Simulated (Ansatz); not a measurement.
Li2 (lithium dimer): methods side by side

Li2: 2 atoms, total charge 0, spin state singlet. As SMILES, `[Li][Li]`. Geometry: the measured bond length. The run starts from this shape.

```
atom   x (Å)   y (Å)   z (Å)
  Li  0.0000  0.0000  0.0000
  Li  0.0000  0.0000  2.6729
```

Each level gives the adiabatic ionisation energy (to the doublet cation, no zero-point term) (eV). The values are calculated.

```
          level                   kind  program  value (eV)  less CCSD(T)/cc-pVTZ  CPU time (all runs)
     HF/cc-pVTZ           Hartree–Fock   Ansatz        4.24                 -0.88               0.89 s
   BLYP/cc-pVTZ                    GGA   Ansatz        5.14                 +0.02                 11 s
 B2PLYP/cc-pVTZ          double hybrid   Ansatz        5.09                 -0.03                 23 s
    MP2/cc-pVTZ    perturbation theory   Ansatz        4.83                 -0.29                3.3 s
CCSD(T)/cc-pVTZ  coupled cluster or CI   Ansatz        5.12                  0.00                 95 s
```

Differences are taken from CCSD(T)/cc-pVTZ for orientation; it has basis-set and higher-order errors of its own. The values span 4.24 to 5.14 eV. Times are those of the runs behind each value, whatever else they computed, on shared processors of several kinds: orders of magnitude only.

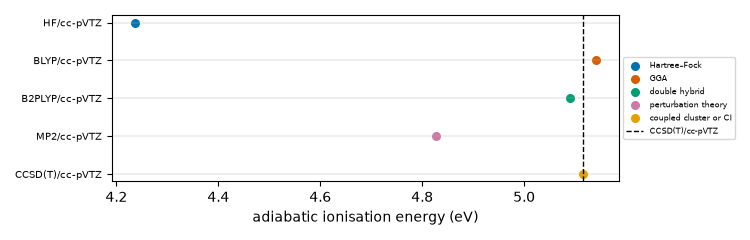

The values of the table, level by level.
